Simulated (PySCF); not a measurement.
Consider BCl₄ (SMILES Cl[B-](Cl)(Cl)Cl) (charge −1).

```xyz
5

Cl   -1.5263   -0.5810   -1.0279
B    -0.0691   -0.0731    0.0113
Cl    1.4250    0.1373   -1.0771
Cl   -0.4463    1.5366    0.8645
Cl    0.2704   -1.3855    1.2853
```

Geometry: PBE0-D3(BJ)/def2-TZVP.

These are results of PBE0/pcSseg-2, SCF density, gas phase, non-relativistic in PySCF 2.14.0, not measurements.

**What can the converged electron density and electron localisation function tell about the bonding?**

B–Cl (1.86 Å): ρ is about 1.1 e/Å³ halfway, with its minimum of 0.85 e/Å³ about 0.6 Å from B; the ELF peaks at about 0.90 between the atoms (a shared but strongly polarised pair).

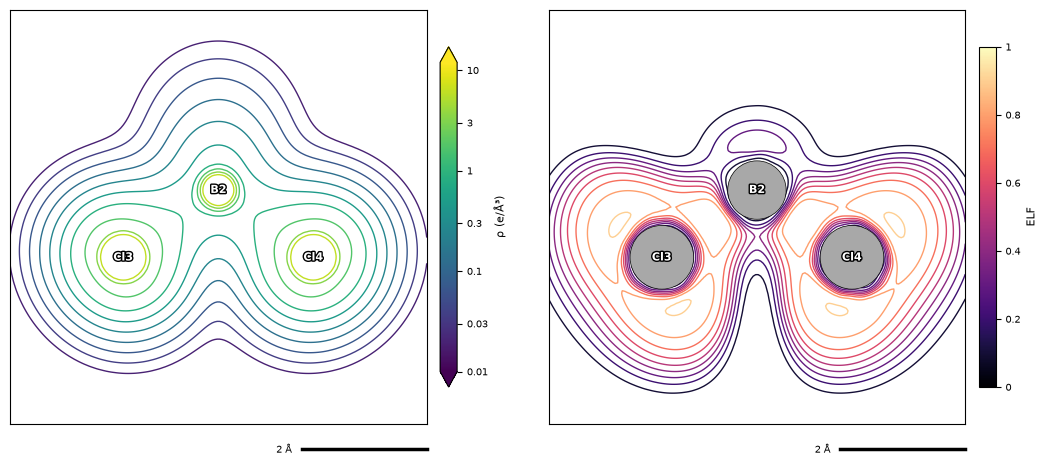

Computed electron density and electron localisation function on the plane of atoms Cl3, B2 and Cl4, in this order. Grey discs cover the atomic cores in the ELF map. 
